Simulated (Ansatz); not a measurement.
# Cl2GaH2O with multiplicity 2: two geometries relaxed

Are the two ends of the reaction (atom abstraction by a radical) separate minima, and which lies lower? Each is relaxed from a guess. Meant to form: Cl2–O5; to break: Ga1–Cl2. The start is a guess near the saddle point, from which both ends are pulled out.

Method: UKS PBE-D4/def2-SVP, in Ansatz 0.2.0.

## Step 1: Starting point

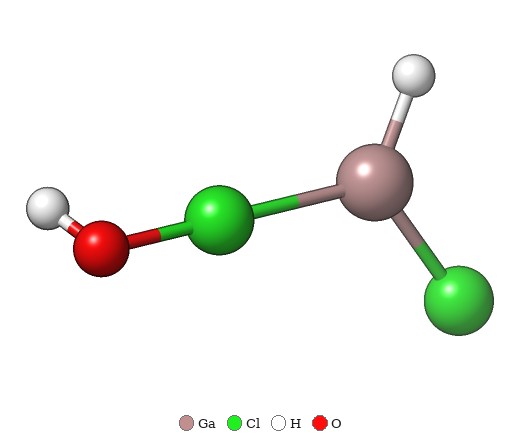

The starting structure, seen from a chosen angle (gallium pink, chlorine green, hydrogen white, oxygen red).

Structure file:

```xyz
6

Ga    0.0000    0.0000    0.0000
Cl    0.0000    0.0000    2.4900
Cl    1.9398    0.0000   -1.1200
H    -1.3596    0.0000   -0.7850
O     0.0000    0.0000    4.3800
H    -0.5144   -0.8011    4.7171
```

## Step 2: Pulling towards end A

Springs on the bonds that form and break draw the guess towards this end; the thresholds are loose.

input.yaml reads:

```yaml
crystal:
  periodic: [false, false, false]
  atoms:
    - { symbol: Ga, position_ang: [0.0, 0.0, 0.0] }
    - { symbol: Cl, position_ang: [0.0, 0.0, 2.49] }
    - { symbol: Cl, position_ang: [1.9398, 0.0, -1.12] }
    - { symbol: H, position_ang: [-1.3596, 0.0, -0.785] }
    - { symbol: O, position_ang: [0.0, 0.0, 4.38] }
    - { symbol: H, position_ang: [-0.5144, -0.8011, 4.7171] }
magnetization:
  spin_polarized: true
  initial_magnetization: 1
basis:
  gaussian: { orbitals: def2-SVP }
hamiltonian:
  xc: pbe
  dispersion: d4
relax:
  f_tol: 0.15
  max_steps: 25
  restrain:
    - { distance: [1, 4], at: 2.79, k: 30.0 }
    - { distance: [0, 1], at: 2.24, k: 30.0 }
```

Run with:

```console
ansatz run input.yaml --threads 4 --pin off --max-ram 5120MiB --backend cpu --events-out ev --progress --plain --runs-dir out
```

The program printed (excerpt; [...] marks lines left out):

```text
Warning: RAYON_NUM_THREADS=4 ignored (pool sized by the plan → 4); use --threads N
[...]
Functional definition: PBE
[...]
1004 factors; their error is unknown
[...]
mean field -79465.36994185 eV, -2920.2984818007 hartree, gradient 1.3e-5 eV, S^2 0.755884; 3 other end points of the search recorded, 0 dependent functions left out
[...]
reference -79465.36998079 eV, -2920.2984832317 hartree; 38, 37 occupied and 54, 55 virtual orbitals, 1004 factors
relax step   1: F+E_penalty+E_count = -79465.49352462 eV  Δ(F+E_penalty+E_count) = +0.000e0 eV  max|allowed force component| = 2.478e0 eV/Å  E_restraint = 13.08750000 eV  max|allowed force component, restraints' pulls added| = 3.698e1 eV/Å  Δτ_max = 0.0000 Å  (80 SCF iters, accepted)
[...]
relax step   5: F+E_penalty+E_count = -79466.41650903 eV  Δ(F+E_penalty+E_count) = +3.604e-3 eV  max|allowed force component| = 8.850e-1 eV/Å  E_restraint = 0.00875561 eV  max|allowed force component, restraints' pulls added| = 8.850e-1 eV/Å  Δτ_max = 0.0634 Å  (91 SCF iters, rejected [...]
relax step   6: F+E_penalty+E_count = -79466.42623810 eV  Δ(F+E_penalty+E_count) = -6.125e-3 eV  max|allowed force component| = 7.280e-1 eV/Å  E_restraint = 0.00890387 eV  max|allowed force component, restraints' pulls added| = 3.770e-2 eV/Å  Δτ_max = 0.0310 Å  (51 SCF iters, accepted)
  distance Cl 1 - O 4 = 2.7892 Å
  distance Ga 0 - Cl 1 = 2.2156 Å
1004 factors; their error is unknown
[...]
mean field -79466.30127479 eV, -2920.3327076549 hartree, gradient 9.8e-6 eV, S^2 0.751612; 2 other end points of the search recorded, 0 dependent functions left out
[...]
reference -79466.30131302 eV, -2920.3327090598 hartree; 38, 37 occupied and 54, 55 virtual orbitals, 1004 factors
Total energy: -79466.42627633 eV, -2920.3373013767 hartree
Atom 0 at    -0.015593     0.000144    -0.108426 Å, force     0.032352     0.007617     0.728029 eV/Å
Atom 1 at     0.084061     0.013431     2.104940 Å, force    -0.014667     0.000534    -0.718191 eV/Å
Atom 2 at     1.898270    -0.003078    -1.083161 Å, force    -0.001458    -0.002427     0.003790 eV/Å
Atom 3 at    -1.373650     0.000083    -0.872675 Å, force    -0.004755    -0.003545     0.017174 eV/Å
Atom 4 at    -0.006267     0.010586     4.892691 Å, force    -0.032795    -0.037674    -0.030652 eV/Å
Atom 5 at    -0.521021    -0.822267     4.748730 Å, force     0.021323     0.035495    -0.000151 eV/Å
Dipole moment:    -0.436347    -0.271746    -0.393110 e Å
```

Wall time 9 s (4 threads of Intel Xeon 6975P-C (Granite Rapids), shared host); peak memory 0.24 GiB.

The steps of the relaxation:

```csv
step,energy from step 1 (eV),largest force component (eV/Å)
1,0.0000,2.4782
2,-0.6997,1.7872
3,-0.9316,0.3514
4,-0.9266,0.7349
5x,-0.9230,0.8850
6,-0.9327,0.7280
```

Step 1 is the start. 1 step was tried and not accepted (5; marked x where the table lists them). Energies and forces in the table leave out the springs, which the log lists apart; the run stops on the force with the springs' pull added.

After: Bond lengths: Ga1–Cl2 2.216 Å, Ga1–Cl3 2.148 Å, Ga1–H4 1.558 Å, O5–H6 0.990 Å. Angles: Cl2–Ga1–Cl3 114.4°, Cl2–Ga1–H4 121.9°, Cl3–Ga1–H4 123.6°.

Pairs that crossed the distance rule for bonds on the way: moved apart Cl2–O5.

## Step 3: Relaxing end A

It starts where the restrained run ended.

input.yaml reads:

```yaml
crystal:
  periodic: [false, false, false]
  atoms:
    - { symbol: Ga, position_ang: [-0.015593, 0.000144, -0.108426] }
    - { symbol: Cl, position_ang: [0.084061, 0.013431, 2.10494] }
    - { symbol: Cl, position_ang: [1.89827, -0.003078, -1.083161] }
    - { symbol: H, position_ang: [-1.37365, 8.3e-05, -0.872675] }
    - { symbol: O, position_ang: [-0.006267, 0.010586, 4.892691] }
    - { symbol: H, position_ang: [-0.521021, -0.822267, 4.74873] }
magnetization:
  spin_polarized: true
  initial_magnetization: 1
basis:
  gaussian: { orbitals: def2-SVP }
hamiltonian:
  xc: pbe
  dispersion: d4
relax:
  f_tol: 0.03
  max_steps: 50
```

Run with:

```console
ansatz run input.yaml --threads 4 --pin off --max-ram 5120MiB --backend cpu --events-out ev --progress --plain --runs-dir out
```

The program printed (excerpt; [...] marks lines left out):

```text
Warning: RAYON_NUM_THREADS=4 ignored (pool sized by the plan → 4); use --threads N
[...]
[... 1 set-up line as earlier in the session ...]
[...]
1004 factors; their error is unknown
[...]
mean field -79466.30130642 eV, -2920.3327088174 hartree, gradient 1.4e-7 eV, S^2 0.751612; 3 other end points of the search recorded, 0 dependent functions left out
[...]
reference -79466.30134500 eV, -2920.3327102350 hartree; 38, 37 occupied and 54, 55 virtual orbitals, 1004 factors
relax step   1: F+E_penalty+E_count = -79466.42626973 eV  Δ(F+E_penalty+E_count) = +0.000e0 eV  max|allowed force component| = 7.280e-1 eV/Å  Δτ_max = 0.0000 Å  (213 SCF iters, accepted)
[...]
relax step   5: F+E_penalty+E_count = -79466.45296712 eV  Δ(F+E_penalty+E_count) = +2.106e-3 eV  max|allowed force component| = 1.110e0 eV/Å  Δτ_max = 0.1951 Å  (94 SCF iters, rejected (line search))
[...]
relax step   9: F+E_penalty+E_count = -79466.49475474 eV  Δ(F+E_penalty+E_count) = -2.002e-2 eV  max|allowed force component| = 8.545e-2 eV/Å  Δτ_max = 0.1996 Å  (48 SCF iters, accepted)
[...]
relax step  13: F+E_penalty+E_count = -79466.58961429 eV  Δ(F+E_penalty+E_count) = -4.056e-2 eV  max|allowed force component| = 7.397e-1 eV/Å  Δτ_max = 0.1982 Å  (41 SCF iters, accepted)
[...]
relax step  15: F+E_penalty+E_count = -79466.68492860 eV  Δ(F+E_penalty+E_count) = -4.969e-2 eV  max|allowed force component| = 2.657e-1 eV/Å  Δτ_max = 0.1951 Å  (42 SCF iters, accepted)
[...]
relax step  16: F+E_penalty+E_count = -79466.73162205 eV  Δ(F+E_penalty+E_count) = -4.669e-2 eV  max|allowed force component| = 2.170e-1 eV/Å  Δτ_max = 0.1960 Å  (42 SCF iters, accepted)
[...]
1004 factors; their error is unknown
mean field -79466.61065824 eV, -2920.3440772868 hartree, gradient 1.9e-5 eV, S^2 0.752099; 0 other end points of the search recorded, 0 dependent functions left out
[...]
```

## Step 4: More of the same log: end point A relaxed

The log, continued (excerpt; [...] marks lines left out):

```text
reference -79466.61069416 eV, -2920.3440786070 hartree; 38, 37 occupied and 54, 55 virtual orbitals, 1004 factors
relax step  17: F+E_penalty+E_count = -79466.76178520 eV  Δ(F+E_penalty+E_count) = -3.016e-2 eV  max|allowed force component| = 2.850e-1 eV/Å  Δτ_max = 0.1924 Å  (40 SCF iters, accepted)
[...]
relax step  20: F+E_penalty+E_count = -79467.34875744 eV  Δ(F+E_penalty+E_count) = -3.137e-1 eV  max|allowed force component| = 6.879e-1 eV/Å  Δτ_max = 0.1950 Å  (34 SCF iters, accepted)
[...]
relax step  23: F+E_penalty+E_count = -79467.90127952 eV  Δ(F+E_penalty+E_count) = -8.496e-2 eV  max|allowed force component| = 4.791e-1 eV/Å  Δτ_max = 0.1950 Å  (33 SCF iters, accepted)
[...]
relax step  26: F+E_penalty+E_count = -79467.92961308 eV  Δ(F+E_penalty+E_count) = -5.713e-3 eV  max|allowed force component| = 3.431e-2 eV/Å  Δτ_max = 0.0270 Å  (29 SCF iters, accepted)
[...]
1004 factors; their error is unknown
[...]
mean field -79467.76765611 eV, -2920.3865961745 hartree, gradient 2.3e-5 eV, S^2 0.752307; 5 other end points of the search recorded, 0 dependent functions left out
[...]
reference -79467.76769230 eV, -2920.3865975045 hartree; 38, 37 occupied and 54, 55 virtual orbitals, 1004 factors
Total energy: -79467.92986632 eV, -2920.3925572897 hartree
Atom 0 at    -0.090093    -0.256640     0.981119 Å, force     0.001989     0.002264     0.002806 eV/Å
Atom 1 at     1.433911    -1.229499     2.452687 Å, force    -0.001044     0.001390    -0.000873 eV/Å
Atom 2 at     0.907266     1.066212    -0.401462 Å, force    -0.001745    -0.002392     0.002823 eV/Å
Atom 3 at    -1.288413    -1.182372     0.605785 Å, force    -0.000408    -0.000051    -0.001975 eV/Å
Atom 4 at    -0.175595     0.658105     2.703899 Å, force     0.002890     0.000909    -0.006533 eV/Å
Atom 5 at    -0.721276     0.143093     3.340071 Å, force    -0.001682    -0.002121     0.003753 eV/Å
Dipole moment:    -0.432128    -0.272964     0.366776 e Å
```

Wall time 30 s (4 threads of Intel Xeon 6975P-C (Granite Rapids), shared host); peak memory 0.24 GiB.

The steps of the relaxation:

```csv
step,energy from step 1 (eV),largest force component (eV/Å)
1,0.0000,0.7280
2,-0.0218,0.2106
3,-0.0247,0.1476
4,-0.0288,0.2603
5x,-0.0267,1.1102
6,-0.0352,0.3716
7,-0.0397,0.5031
8,-0.0485,0.3375
9,-0.0685,0.0855
10,-0.0857,0.2332
11,-0.1071,0.4333
12,-0.1228,1.1072
13,-0.1633,0.7397
14,-0.2090,0.4208
15,-0.2587,0.2657
16,-0.3054,0.2170
17,-0.3355,0.2850
18,-0.4026,1.0651
19,-0.6087,1.1862
20,-0.9225,0.6879
21,-1.1828,1.1641
22,-1.3901,0.3723
23,-1.4750,0.4791
24,-1.4910,0.2220
25,-1.4976,0.3685
26,-1.5033,0.0343
27,-1.5034,0.0562
28,-1.5036,0.0065
```

Step 1 is the start. 1 step was tried and not accepted (5; marked x where the table lists them).

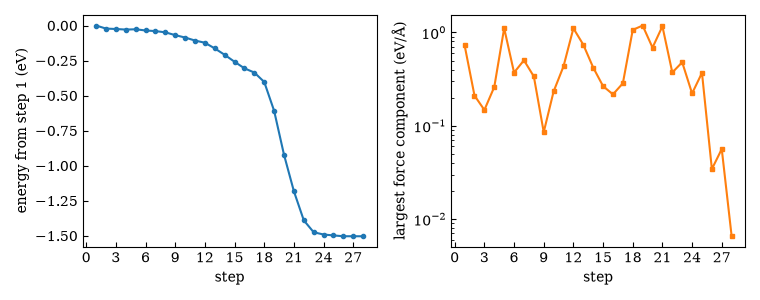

Energy and largest force along the relaxation.

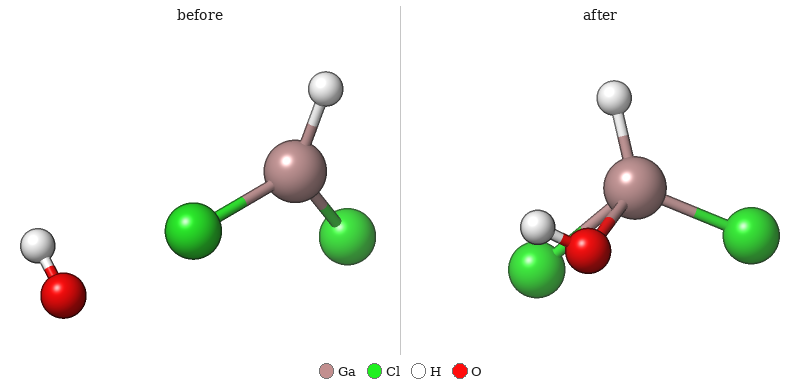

Before and after, at one scale.

After: Bond lengths: Ga1–Cl2 2.331 Å, Ga1–Cl3 2.158 Å, Ga1–H4 1.560 Å, Ga1–O5 1.952 Å, O5–H6 0.984 Å. Angles: Cl2–Ga1–Cl3 111.0°, Cl2–Ga1–H4 114.0°, Cl2–Ga1–O5 70.6°, Cl3–Ga1–H4 124.4°, Cl3–Ga1–O5 107.4°, H4–Ga1–O5 117.2°, Ga1–O5–H6 110.5°.

Pairs that crossed the distance rule for bonds on the way: came closer Ga1–O5.

## Step 5: Pulling towards end B

Springs on the bonds that form and break draw the guess towards this end; the thresholds are loose.

input.yaml reads:

```yaml
crystal:
  periodic: [false, false, false]
  atoms:
    - { symbol: Ga, position_ang: [0.0, 0.0, 0.0] }
    - { symbol: Cl, position_ang: [0.0, 0.0, 2.49] }
    - { symbol: Cl, position_ang: [1.9398, 0.0, -1.12] }
    - { symbol: H, position_ang: [-1.3596, 0.0, -0.785] }
    - { symbol: O, position_ang: [0.0, 0.0, 4.38] }
    - { symbol: H, position_ang: [-0.5144, -0.8011, 4.7171] }
magnetization:
  spin_polarized: true
  initial_magnetization: 1
basis:
  gaussian: { orbitals: def2-SVP }
hamiltonian:
  xc: pbe
  dispersion: d4
relax:
  f_tol: 0.15
  max_steps: 25
  restrain:
    - { distance: [1, 4], at: 1.59, k: 30.0 }
    - { distance: [0, 1], at: 3.44, k: 30.0 }
```

Run with:

```console
ansatz run input.yaml --threads 4 --pin off --max-ram 5120MiB --backend cpu --events-out ev --progress --plain --runs-dir out
```

The program printed (excerpt; [...] marks lines left out):

```text
Warning: RAYON_NUM_THREADS=4 ignored (pool sized by the plan → 4); use --threads N
[...]
[... 1 set-up line as earlier in the session ...]
[...]
1004 factors; their error is unknown
[...]
mean field -79465.36994185 eV, -2920.2984818007 hartree, gradient 1.3e-5 eV, S^2 0.755884; 3 other end points of the search recorded, 0 dependent functions left out
[...]
reference -79465.36998079 eV, -2920.2984832317 hartree; 38, 37 occupied and 54, 55 virtual orbitals, 1004 factors
relax step   1: F+E_penalty+E_count = -79465.49352462 eV  Δ(F+E_penalty+E_count) = +0.000e0 eV  max|allowed force component| = 2.478e0 eV/Å  E_restraint = 14.88750000 eV  max|allowed force component, restraints' pulls added| = 3.502e1 eV/Å  Δτ_max = 0.0000 Å  (80 SCF iters, accepted)
[...]
  distance Cl 1 - O 4 = 1.6602 Å
  distance Ga 0 - Cl 1 = 3.4319 Å
1004 factors; their error is unknown
[...]
mean field -79464.65181263 eV, -2920.2720910387 hartree, gradient 3.3e-5 eV, S^2 0.752935; 2 other end points of the search recorded, 0 dependent functions left out
[...]
reference -79464.65185165 eV, -2920.2720924726 hartree; 38, 37 occupied and 54, 55 virtual orbitals, 1004 factors
Total energy: -79464.75742045 eV, -2920.2759720542 hartree
Atom 0 at     0.014325     0.023560    -0.358028 Å, force     0.010757    -0.024861     0.261944 eV/Å
Atom 1 at     0.129700    -0.046978     3.071254 Å, force     0.340977    -0.125800    -2.260730 eV/Å
Atom 2 at     1.908241     0.000439    -1.456992 Å, force    -0.002529     0.003691    -0.015051 eV/Å
Atom 3 at    -1.351563     0.023009    -1.229879 Å, force     0.000135     0.008522    -0.014585 eV/Å
Atom 4 at    -0.154980     0.045726     4.704241 Å, force    -0.374911     0.101652     2.098203 eV/Å
Atom 5 at    -0.479923    -0.846856     4.951504 Å, force     0.025571     0.036796    -0.069781 eV/Å
Dipole moment:    -0.386704    -0.306807     0.136021 e Å
```

It took 4.9 s on 4 threads of Intel Xeon 6975P-C (Granite Rapids), shared host; peak memory 0.19 GiB.

The steps of the relaxation:

```csv
step,energy from step 1 (eV),largest force component (eV/Å)
1,0.0000,2.4782
2,0.5328,2.1513
3,1.1669,4.6795
4,0.8399,2.6129
5,0.7281,2.1575
6,0.7361,2.2607
```

Step 1 is the start. Energies and forces in the table leave out the springs, which the log lists apart; the run stops on the force with the springs' pull added.

After: Bond lengths: Ga1–Cl3 2.190 Å, Ga1–H4 1.620 Å, Cl2–O5 1.660 Å, O5–H6 0.982 Å. Angles: Cl3–Ga1–H4 117.3°, Cl2–O5–H6 104.7°.

Pairs that crossed the distance rule for bonds on the way: moved apart Ga1–Cl2.

## Step 6: Relaxing end B

It starts where the restrained run ended.

input.yaml reads:

```yaml
crystal:
  periodic: [false, false, false]
  atoms:
    - { symbol: Ga, position_ang: [0.014325, 0.02356, -0.358028] }
    - { symbol: Cl, position_ang: [0.1297, -0.046978, 3.071254] }
    - { symbol: Cl, position_ang: [1.908241, 0.000439, -1.456992] }
    - { symbol: H, position_ang: [-1.351563, 0.023009, -1.229879] }
    - { symbol: O, position_ang: [-0.15498, 0.045726, 4.704241] }
    - { symbol: H, position_ang: [-0.479923, -0.846856, 4.951504] }
magnetization:
  spin_polarized: true
  initial_magnetization: 1
basis:
  gaussian: { orbitals: def2-SVP }
hamiltonian:
  xc: pbe
  dispersion: d4
relax:
  f_tol: 0.03
  max_steps: 50
```

Run with:

```console
ansatz run input.yaml --threads 4 --pin off --max-ram 5120MiB --backend cpu --events-out ev --progress --plain --runs-dir out
```

The program printed (excerpt; [...] marks lines left out):

```text
Warning: RAYON_NUM_THREADS=4 ignored (pool sized by the plan → 4); use --threads N
[...]
[... 1 set-up line as earlier in the session ...]
[...]
1004 factors; their error is unknown
[...]
mean field -79464.65181838 eV, -2920.2720912498 hartree, gradient 1.5e-5 eV, S^2 0.752935; 1 other end points of the search recorded, 0 dependent functions left out
[...]
reference -79464.65185736 eV, -2920.2720926822 hartree; 38, 37 occupied and 54, 55 virtual orbitals, 1004 factors
relax step   1: F+E_penalty+E_count = -79464.75738716 eV  Δ(F+E_penalty+E_count) = +0.000e0 eV  max|allowed force component| = 2.261e0 eV/Å  Δτ_max = 0.0000 Å  (43 SCF iters, accepted)
[...]
relax step   5: F+E_penalty+E_count = -79465.58499586 eV  Δ(F+E_penalty+E_count) = -2.098e-1 eV  max|allowed force component| = 2.935e0 eV/Å  Δτ_max = 0.1104 Å  (33 SCF iters, accepted)
[...]
relax step   9: F+E_penalty+E_count = -79466.49953492 eV  Δ(F+E_penalty+E_count) = -3.527e-2 eV  max|allowed force component| = 1.466e-1 eV/Å  Δτ_max = 0.1173 Å  (42 SCF iters, accepted)
[...]
relax step  13: F+E_penalty+E_count = -79466.55164735 eV  Δ(F+E_penalty+E_count) = -6.085e-3 eV  max|allowed force component| = 1.161e-1 eV/Å  Δτ_max = 0.0507 Å  (38 SCF iters, accepted)
[...]
relax step  16: F+E_penalty+E_count = -79466.66781680 eV  Δ(F+E_penalty+E_count) = -4.849e-2 eV  max|allowed force component| = 4.291e-1 eV/Å  Δτ_max = 0.1964 Å  (44 SCF iters, accepted)
[...]
relax step  17: F+E_penalty+E_count = -79466.70873302 eV  Δ(F+E_penalty+E_count) = -4.092e-2 eV  max|allowed force component| = 3.928e-1 eV/Å  Δτ_max = 0.1948 Å  (36 SCF iters, accepted)
[...]
1004 factors; their error is unknown
```

## Step 7: The output, continued: end point B relaxed

The log, continued (excerpt; [...] marks lines left out):

```text
mean field -79466.60114208 eV, -2920.3437275745 hartree, gradient 2.5e-5 eV, S^2 0.752006; 0 other end points of the search recorded, 0 dependent functions left out
[...]
reference -79466.60117853 eV, -2920.3437289142 hartree; 38, 37 occupied and 54, 55 virtual orbitals, 1004 factors
relax step  18: F+E_penalty+E_count = -79466.75106749 eV  Δ(F+E_penalty+E_count) = -4.233e-2 eV  max|allowed force component| = 3.038e-1 eV/Å  Δτ_max = 0.1955 Å  (39 SCF iters, accepted)
[...]
relax step  21: F+E_penalty+E_count = -79467.29034135 eV  Δ(F+E_penalty+E_count) = -3.085e-1 eV  max|allowed force component| = 1.158e0 eV/Å  Δτ_max = 0.1952 Å  (35 SCF iters, accepted)
[...]
relax step  24: F+E_penalty+E_count = -79467.88149288 eV  Δ(F+E_penalty+E_count) = -1.231e-1 eV  max|allowed force component| = 4.607e-1 eV/Å  Δτ_max = 0.1978 Å  (33 SCF iters, accepted)
[...]
1004 factors; their error is unknown
[...]
mean field -79467.76758549 eV, -2920.3865935792 hartree, gradient 3.4e-5 eV, S^2 0.752306; 5 other end points of the search recorded, 0 dependent functions left out
[...]
reference -79467.76762141 eV, -2920.3865948995 hartree; 38, 37 occupied and 54, 55 virtual orbitals, 1004 factors
Total energy: -79467.92980485 eV, -2920.3925550307 hartree
Atom 0 at    -0.077644    -0.248279     0.977480 Å, force    -0.005450     0.000420    -0.002905 eV/Å
Atom 1 at     1.327854    -1.324069     2.494035 Å, force     0.004922    -0.004033    -0.000410 eV/Å
Atom 2 at     1.050310     1.009927    -0.364522 Å, force    -0.001152    -0.003014     0.002327 eV/Å
Atom 3 at    -1.321859    -1.091206     0.556701 Å, force     0.006107     0.004840     0.002488 eV/Å
Atom 4 at    -0.157153     0.665750     2.700896 Å, force    -0.004042     0.000919    -0.002328 eV/Å
Atom 5 at    -0.755708     0.186776     3.317509 Å, force    -0.000384     0.000868     0.000828 eV/Å
Dipole moment:    -0.460957    -0.244910     0.351791 e Å
```

Run time: 22 s. Hardware: 4 threads of Intel Xeon 6975P-C (Granite Rapids), shared host; peak memory 0.23 GiB.

Step by step:

```csv
step,energy from step 1 (eV),largest force component (eV/Å)
1,0.0000,2.2607
2,-0.1644,2.0220
3,-0.3740,2.5392
4,-0.6178,2.8962
5,-0.8276,2.9351
6,-1.0213,2.7287
7,-1.5630,0.8295
8,-1.7069,0.3009
9,-1.7421,0.1466
10,-1.7571,0.2117
11,-1.7722,0.5017
12,-1.7882,0.0970
13,-1.7943,0.1161
14,-1.8296,0.1501
15,-1.8619,0.4197
16,-1.9104,0.4291
17,-1.9513,0.3928
18,-1.9937,0.3038
19,-2.0568,0.6419
20,-2.2245,1.1477
21,-2.5330,1.1584
22,-2.7784,1.1974
23,-3.0010,0.7766
24,-3.1241,0.4607
25,-3.1629,0.1501
26x,-3.1548,0.3540
27,-3.1712,0.0781
28,-3.1721,0.0382
29,-3.1724,0.0061
```

Step 1 is the start. 1 step was tried and not accepted (26; marked x where the table lists them).

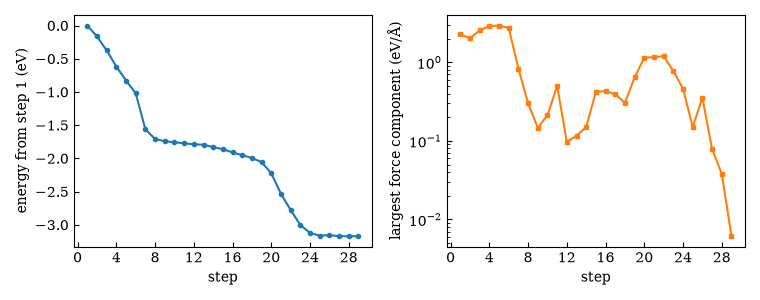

How energy and force went from step to step.

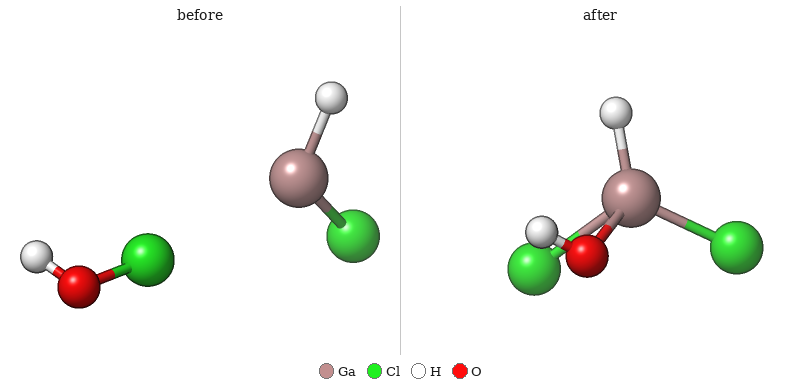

The structure before (left) and after (right), drawn at the same scale.

After: Bond lengths: Ga1–Cl2 2.331 Å, Ga1–Cl3 2.158 Å, Ga1–H4 1.561 Å, Ga1–O5 1.952 Å, O5–H6 0.984 Å. Angles: Cl2–Ga1–Cl3 111.0°, Cl2–Ga1–H4 114.0°, Cl2–Ga1–O5 70.5°, Cl3–Ga1–H4 124.3°, Cl3–Ga1–O5 107.3°, H4–Ga1–O5 117.3°, Ga1–O5–H6 110.5°.

Pairs that crossed the distance rule for bonds on the way: came closer Ga1–Cl2, Ga1–O5; moved apart Cl2–O5.

## Step 8: What came out

```
                           quantity                     value
                              end A  26 moves, 1.504 eV lower
                              end B  27 moves, 3.172 eV lower
largest difference between the ends                    0.00 Å
            end B relative to end A                 +0.000 eV
```

Both starts fell into the same minimum (no atom differs by more than 0.00 Å), so from this start no second minimum was found and no band was run; another arrangement could still be one.
